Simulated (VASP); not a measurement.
Consider the following.

```xyz
3
Lattice="0.0000 2.7374 2.7374 2.7374 0.0000 2.7374 2.7374 2.7374 0.0000" Properties=species:S:1:pos:R:3 pbc="T T T"
Si     1.3687     1.3687     1.3687
Si     4.1061     4.1061     4.1061
Ni     0.0000     0.0000     0.0000
```

All values below come from revPBE GGA, VASP's PBE PAW potentials (set 64) (plane waves; VASP 6.6.1). Run with 520 eV cut-off, 11×11×11 Γ-centred mesh, tetrahedra with Blöchl corrections, potentials Si Ni.

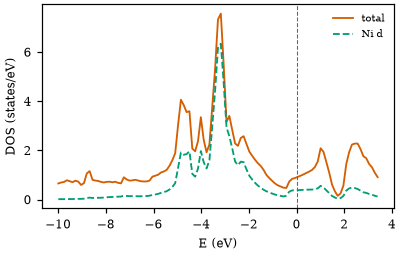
Figure. Total and projected density of states, zero at the Fermi level

Within 2 eV below the Fermi level the largest weight inside VASP's projection spheres is Ni d, then Si p.

It has no gap at this level: it comes out as a metal or semimetal.

The compound is NiSi2 in the fluorite structure. It was relaxed first. The run is not spin-polarised, so no magnetic state was tried.
